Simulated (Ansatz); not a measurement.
# NiSi2 under a change: H interstitial (started 2.33 Å from the nearest host atom), symmetric start

Take a 9-atom supercell of NiSi₂ (space group Fm-3m, No. 225; a = 5.390 Å; non-magnetic) at its relaxed geometry as the base.

The change: one H atom is added in an open site, starting 2.33 Å from the nearest host atom, atoms relaxed at fixed cell.

All numbers come from PBEsol (Ansatz, a quantum-chemistry and plane-wave program, PAW, spin-orbit coupling left out), earlier PAW set. Settings: 11×11×11 k-points, 0.05 eV Fermi–Dirac smearing.

The largest displacement of a host atom from its site in the perfect cell is 0.07 Å.

Final structure:

```
CELL_PARAMETERS angstrom
     -2.69488     2.69488     0.00000
      0.00000    -2.69488     2.69488
      8.08463     5.38975     2.69488
ATOMIC_POSITIONS crystal
  Ni 0.00614 0.00614 0.00614
  Ni 0.00000 0.66667 0.33333
  Ni 0.99386 0.32719 0.66052
  Si 0.25113 0.25113 0.25113
  Si 0.25718 0.92385 0.59051
  Si 0.24436 0.57769 0.91102
  Si 0.75564 0.75564 0.75564
  Si 0.74282 0.40949 0.07615
  Si 0.74887 0.08220 0.41554
  H  0.50000 0.16667 0.83333
```

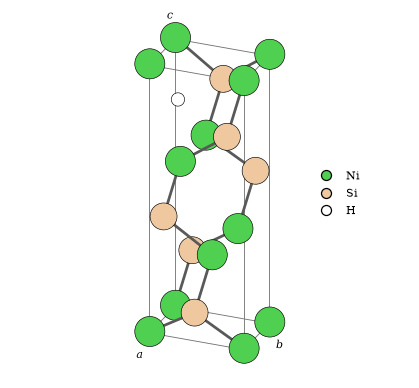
Figure: The relaxed cell after the change

Other magnetic orders, which the real material may have, were not ruled out. The cell is small, so the values are those of an ordered compound at a high defect concentration; dilute-limit values will differ. The defect started on the symmetric site and kept its symmetry, so it may sit on a saddle. Seeded moments were not kept for H interstitial (started 2.33 Å from the nearest host atom) and the base. Spin-polarised in the final run: H interstitial (started 2.33 Å from the nearest host atom); the other runs are not. The defect cell is spin-polarised and ends with 0.0 μB.
